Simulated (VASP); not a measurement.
Band structure of SiGe (relaxed from the CsCl type structure, space group Pm-3m). Computed with PBEsol GGA, VASP's PBE PAW potentials (set 64) (plane waves; VASP 6.6.1).

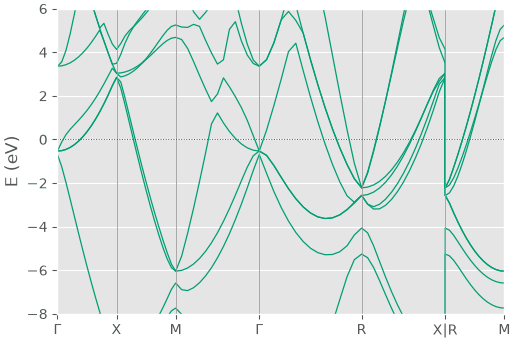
Fig. 1. Bands along high-symmetry lines, zero at the valence-band maximum or, without a gap, the Fermi level

Problem. Read the plot: is there a gap, and where are the band edges?

Solution. It has no gap at this level: it comes out as a metal or semimetal. (Edges off the drawn lines would not show.)

The structure was generated: SiGe was put into the CsCl type type (Pm-3m), which need not be its known phase. It was relaxed first, which changed the volume by +20 %. VASP warned that the highest band is occupied, so more bands are needed.
